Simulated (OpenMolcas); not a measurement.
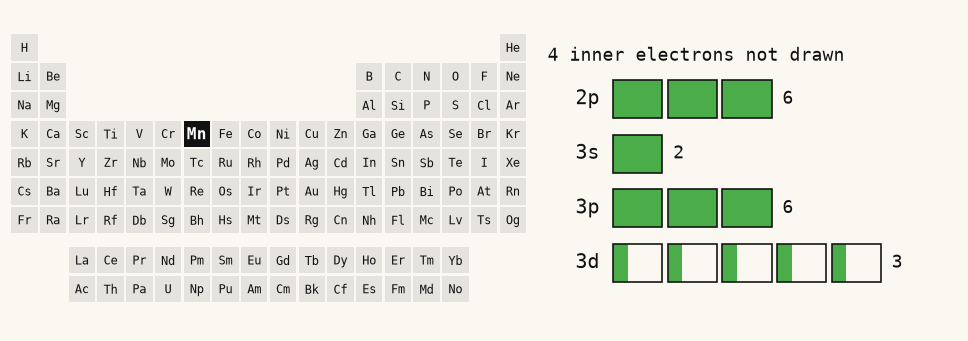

Figure 1. Left, the place of manganese in the periodic table; right, the outer shells of the leading configuration of the lowest level: a box for each of the 2l + 1 orbitals, shaded by the share of the shell that is filled, with the electron count at the right.

## Mn⁴⁺ complex: multiconfigurational calculation (part 1 of 2)

System: Mn⁴⁺ with 4 ligands (Cl; tetrahedron, 2.15 Å), with no charges around it.
Method: state-averaged CASSCF, active space 3 electrons in the shell 3d, basis ANO-RCC-VTZP on the metal and ANO-RCC-VDZP on the ligands, DKH2 scalar Hamiltonian, spin-orbit coupling by RASSI with atomic mean-field integrals (OpenMolcas).

## Log (extracts)
```
--- SEWARD ---
Basis set label: MN.ANO-RCC...6S5P3D2F1G.

      Electronic valence basis set:
      ------------------
      Associated Effective Charge  25.000000 au
      Associated Actual Charge     25.000000 au
      Nuclear Model: Point charge

      Shell  nPrim  nBasis  Cartesian Spherical Contaminant
         s      21       6        X
         p      15       5        X
         d      10       3                 X
         f       6       2                 X
         g       4       1                 X
                  Relativistic Douglas-Kroll-Hess integrals:
                    - DKH order of Hamiltonian: 2
                    - DKH order of Properties : 0
                  Atomic mean-field integrals
--- RASSCF ---
Wave function specifications:
      -----------------------------

      Number of closed shell electrons          90
      Number of electrons in active shells       3
      Max number of holes in RAS1 space          0
      Max nr of electrons in RAS3 space          0
      Number of inactive orbitals               45
      Number of active orbitals                  5
      Number of secondary orbitals              81
      Spin quantum number                      1.5
      State symmetry                             1
Orbital specifications:
      -----------------------

      Symmetry species                           1
                                                 a
      Frozen orbitals                            0
      Inactive orbitals                         45
      Active orbitals                            5
      RAS1 orbitals                              0
      RAS2 orbitals                              5
      RAS3 orbitals                              0
      Secondary orbitals                        81
      Deleted orbitals                           0
      Number of basis functions                131
      Number of CSFs                            10
      Number of root(s) required                10
      Iter CI   SX   CI       RASSCF       Energy    max ROT     max BLB   max BLB  Level Ln srch  Step   QN
          iter iter root      energy       change     param      element    value   shift minimum  type update
 Nr of preliminary CI iterations:   1
      Total energies have been shifted. Add                -2000.00 au
        1   1   12    0  -999.45867859    0.00E+00  -1.09E-01*   7  68 1 -5.18E-01*  1.77   0.00    SX    NO
        2   1   13    0 -1000.34387845   -8.85E-01* -5.09E-02   32  47 1  8.93E-02*  1.35   0.00    SX    NO
        3   1   13    0 -1000.71705632   -3.73E-01* -4.81E-02   32  47 1  7.56E-02*  1.06   0.00    SX    NO
        4   1   13    0 -1000.87036512   -1.53E-01*  2.91E-02    9  70 1  6.96E-02*  0.84   0.00    SX    NO
        5   1   14    0 -1000.92040563   -5.00E-02*  2.13E-02    9  70 1  3.43E-02*  0.76   1.91    LS   YES
        6   1   15    0 -1000.93558548   -1.52E-02* -2.55E-02   48  57 1 -2.27E-02*  0.70   1.25    QN   YES
        7   1   14    0 -1000.94689107   -1.13E-02*  1.15E-02    8  69 1 -2.52E-02*  0.72   1.44    QN   YES
        8   1   12    0 -1000.95050455   -3.61E-03* -4.07E-03    5  70 1 -5.67E-03*  0.71   1.25    QN   YES
        9   1   12    0 -1000.95126963   -7.65E-04*  2.09E-03    8  94 1 -2.24E-03*  0.72   1.45    QN   YES
       10   1   12    0 -1000.95154960   -2.80E-04* -2.24E-03    8  69 1  1.55E-03*  0.72   1.48    QN   YES
       11   1   11    0 -1000.95165427   -1.05E-04* -1.99E-03   18  48 1  9.26E-04*  0.71   1.56    QN   YES
       12   1   10    0 -1000.95170572   -5.15E-05*  1.44E-03    8  94 1  5.88E-04*  0.71   1.59    QN   YES
       13   1   10    0 -1000.95172952   -2.38E-05*  5.05E-04    6  92 1  4.77E-04*  0.71   1.42    QN   YES
       14   1   10    0 -1000.95173595   -6.43E-06* -2.29E-04    9  70 1 -2.00E-04*  0.71   1.33    QN   YES
       15   1    8    0 -1000.95173710   -1.15E-06* -9.75E-05   39  51 1  7.64E-05   0.71   1.36    QN   YES
       16   1    7    0 -1000.95173729   -1.97E-07* -2.73E-05    6  92 1 -3.03E-05   0.71   1.33    QN   YES
       17   1    7    0 -1000.95173733   -3.64E-08* -1.00E-05    7  68 1  1.67E-05   0.71   1.28    QN   YES
       18   1    6    0 -1000.95173733   -5.05E-09   2.95E-06   39 123 1  5.80E-06   0.71   1.25    QN   YES
      Convergence after 18 iterations
       19   1    6    0 -1000.95173733   -5.09E-10   2.95E-06   39  67 1  1.67E-06   0.71   1.25    QN   YES
      Natural orbitals and occupation numbers for root  1
      sym 1:   0.990387   0.009613   0.990387   0.009613   1.000000
      Natural orbitals and occupation numbers for root  2
      sym 1:   0.036977   0.036977   0.963023   0.963023   1.000000
      Natural orbitals and occupation numbers for root  3
      sym 1:   0.011847   0.011847   1.000000   0.988153   0.988153
::    RASSCF root number  1 Total energy:  -3001.00130006
::    RASSCF root number  2 Total energy:  -3001.00130006
::    RASSCF root number  3 Total energy:  -3001.00130006
::    RASSCF root number  4 Total energy:  -3000.96151567
::    RASSCF root number  5 Total energy:  -3000.96151567
::    RASSCF root number  6 Total energy:  -3000.96151567
::    RASSCF root number  7 Total energy:  -3000.91148028
::    RASSCF root number  8 Total energy:  -3000.90581529
::    RASSCF root number  9 Total energy:  -3000.90581529
::    RASSCF root number 10 Total energy:  -3000.90581529
--- RASSCF ---
Wave function specifications:
      -----------------------------

      Number of closed shell electrons          90
      Number of electrons in active shells       3
      Max number of holes in RAS1 space          0
      Max nr of electrons in RAS3 space          0
      Number of inactive orbitals               45
      Number of active orbitals                  5
      Number of secondary orbitals              81
      Spin quantum number                      0.5
      State symmetry                             1
Orbital specifications:
      -----------------------

      Symmetry species                           1
                                                 a
      Frozen orbitals                            0
      Inactive orbitals                         45
      Active orbitals                            5
      RAS1 orbitals                              0
      RAS2 orbitals                              5
      RAS3 orbitals                              0
      Secondary orbitals                        81
      Deleted orbitals                           0
      Number of basis functions                131
      Number of CSFs                            40
      Number of root(s) required                40
      Iter CI   SX   CI       RASSCF       Energy    max ROT     max BLB   max BLB  Level Ln srch  Step   QN
          iter iter root      energy       change     param      element    value   shift minimum  type update
 Nr of preliminary CI iterations:   1
      Total energies have been shifted. Add                -3000.00 au
        1   1   12    0    -0.85979655    0.00E+00  -1.30E-02   48  57 1 -1.54E-02*  0.78   0.00    SX    NO
        2   1   12    0    -0.86150120   -1.70E-03*  6.73E-03   48  57 1 -7.54E-03*  0.78   0.00    SX    NO
        3   1   11    0    -0.86208408   -5.83E-04*  3.68E-03   38  48 1 -4.68E-03*  0.77   0.00    SX    NO
        4   1   11    0    -0.86231712   -2.33E-04*  2.16E-03   38  48 1 -3.23E-03*  0.77   0.00    SX    NO
        5   1   11    0    -0.86241712   -1.00E-04*  3.18E-03   38  48 1 -2.26E-03*  0.77   2.50    LS   YES
        6   1   10    0    -0.86249130   -7.42E-05* -1.40E-03   34  67 1  1.11E-03*  0.77   1.35    QN   YES
        7   1    9    0    -0.86250014   -8.84E-06*  4.91E-04   34  67 1  4.69E-04*  0.77   1.24    QN   YES
        8   1    9    0    -0.86250179   -1.65E-06*  7.34E-04   34  51 1 -2.28E-04*  0.77   2.50    LS   YES
        9   1    9    0    -0.86250177    2.24E-08*  2.62E-04   37  46 1  3.43E-04*  0.77   0.49    LS   YES
       10   1    8    0    -0.86250215   -3.84E-07*  2.30E-04   37  46 1  2.86E-04*  0.77   1.25    QN   YES
       11   1    8    0    -0.86250267   -5.15E-07* -1.92E-04   27  69 1 -1.51E-04*  0.77   1.48    QN   YES
       12   1    7    0    -0.86250288   -2.19E-07* -2.88E-04   38  48 1 -1.08E-04*  0.77   2.50    LS   YES
       13   1    9    0    -0.86250258    3.07E-07* -1.77E-04   27  69 1  3.07E-04*  0.77   0.12    LS   YES
       14   1    8    0    -0.86250289   -3.12E-07* -1.45E-04   27  69 1  1.39E-04*  0.77   1.26    QN   YES
       15   1    7    0    -0.86250300   -1.14E-07* -2.17E-04   38  48 1 -9.28E-05   0.77   2.50    LS   YES
       16   1    8    0    -0.86250296    4.47E-08*  5.76E-05   27  69 1 -2.66E-04*  0.77   0.35    SX   YES
       17   1    7    0    -0.86250308   -1.19E-07* -9.11E-05   37  46 1  6.99E-05   0.77   0.95    QN   YES
       18   1    6    0    -0.86250308   -5.98E-09   2.66E-05   34  51 1  2.53E-05   0.77   0.38    QN   YES
      Convergence after 18 iterations
       19   1    6    0    -0.86250309   -5.84E-09   2.66E-05   34  51 1  1.23E-05   0.77   0.38    QN   YES
      Natural orbitals and occupation numbers for root  1
      sym 1:   0.069754   0.026829   1.861770   0.051235   0.990411
      Natural orbitals and occupation numbers for root  2
      sym 1:   0.071717   0.047311   0.990411   0.028792   1.861770
      Natural orbitals and occupation numbers for root  3
      sym 1:   0.101783   0.870013   0.991811   0.063763   0.972629
::    RASSCF root number  1 Total energy:  -3000.94728508
::    RASSCF root number  2 Total energy:  -3000.94728508
::    RASSCF root number  3 Total energy:  -3000.92962290
::    RASSCF root number  4 Total energy:  -3000.92962290
::    RASSCF root number  5 Total energy:  -3000.92962290
::    RASSCF root number  6 Total energy:  -3000.92033810
::    RASSCF root number  7 Total energy:  -3000.92033810
::    RASSCF root number  8 Total energy:  -3000.92033810
::    RASSCF root number  9 Total energy:  -3000.90663346
::    RASSCF root number 10 Total energy:  -3000.90391741
::    RASSCF root number 11 Total energy:  -3000.90391741
::    RASSCF root number 12 Total energy:  -3000.90391741
::    RASSCF root number 13 Total energy:  -3000.88592295
::    RASSCF root number 14 Total energy:  -3000.88592295
::    RASSCF root number 15 Total energy:  -3000.88592295
::    RASSCF root number 16 Total energy:  -3000.88465443
::    RASSCF root number 17 Total energy:  -3000.88465443
::    RASSCF root number 18 Total energy:  -3000.88465443
::    RASSCF root number 19 Total energy:  -3000.88437228
::    RASSCF root number 20 Total energy:  -3000.88437228
::    RASSCF root number 21 Total energy:  -3000.86308665
::    RASSCF root number 22 Total energy:  -3000.86308665
::    RASSCF root number 23 Total energy:  -3000.86308665
::    RASSCF root number 24 Total energy:  -3000.85833296
::    RASSCF root number 25 Total energy:  -3000.85833296
::    RASSCF root number 26 Total energy:  -3000.85833296
::    RASSCF root number 27 Total energy:  -3000.84824865
::    RASSCF root number 28 Total energy:  -3000.84824865
::    RASSCF root number 29 Total energy:  -3000.83104765
::    RASSCF root number 30 Total energy:  -3000.83015568
```

(Continued in part 2.) Outcome of the run: converged.
